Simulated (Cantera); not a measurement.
A closed system holds: 1 mol H₂O, 0.22 mol O₂, equilibrated at 1.80 bar.

Equilibrium computed with Cantera from the NASA thermochemical tables; the gas is ideal and each condensed phase is pure. Candidate condensed phases: H₂O; 22 gas species. Ions and electrons are included (thermal ionisation). Rates play no part.

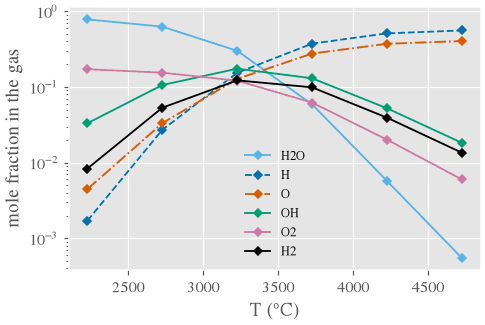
Fig. 1. Equilibrium gas composition (values under 1e-9 drawn at 1e-9)

From 2227 °C to 4727 °C nothing is condensed.
